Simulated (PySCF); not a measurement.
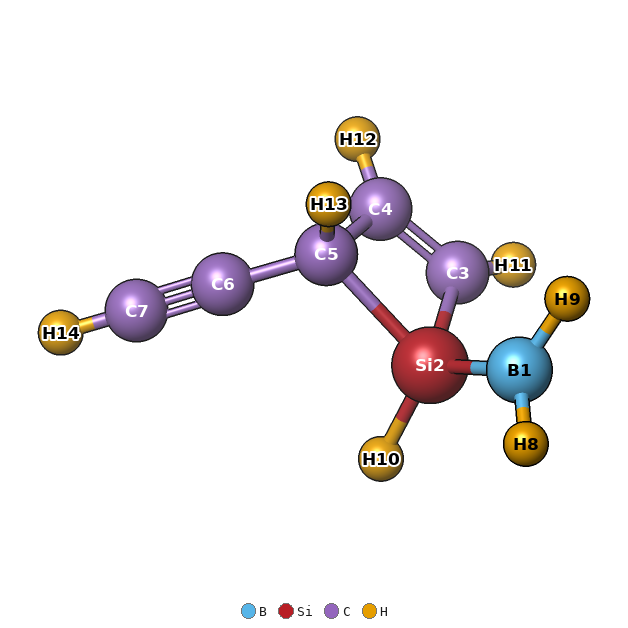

The geometry was computed by an optimisation with GFN2-xTB. No frequency run is at hand to confirm it as a minimum. Electric field gradients from the ground-state density, PBE0/pcSseg-1 (PySCF 2.14.0), non-relativistic apart from any core potentials.

Give the largest field-gradient component, the quadrupole coupling constant and the asymmetry for 11B at B1 (Q = 40.59 mb).

```tsv
atom	V_zz (a.u.)	e²qQ/h (MHz)	η
B1	0.663	6.33	0.05
```

The geometry is semi-empirical. Around B, Si such bond lengths and angles can be off by a tenth of an ångström or more and by several degrees, and values that hang on the shape move with them.
